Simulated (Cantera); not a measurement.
Feed: 1 mol toluene, 12 mol H2, held at 1775 K.

These are equilibrium values from Cantera (NASA tables, ideal gas, pure condensed phases), not measurements of a reactor. Candidate condensed phases: C, C6H6, C7H8, C8H18; 76 gas species. The ideal-gas law is rough above about 30 bar. Equilibrium is a limit: real reactors are often held back by kinetics, nucleation or transport.

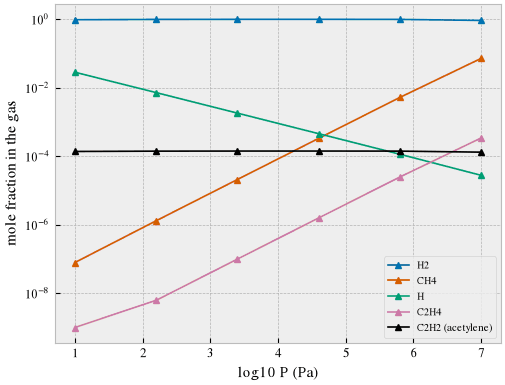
Equilibrium gas composition (values under 1e-9 drawn at 1e-9)

Q: Read off the mole fractions at 18.8 Torr.

A: H2 about 1.00, H about 0.0018, C2H2 (acetylene) about 0.00014, CH4 about 2.1e-5, C2H4 about 9.9e-8.
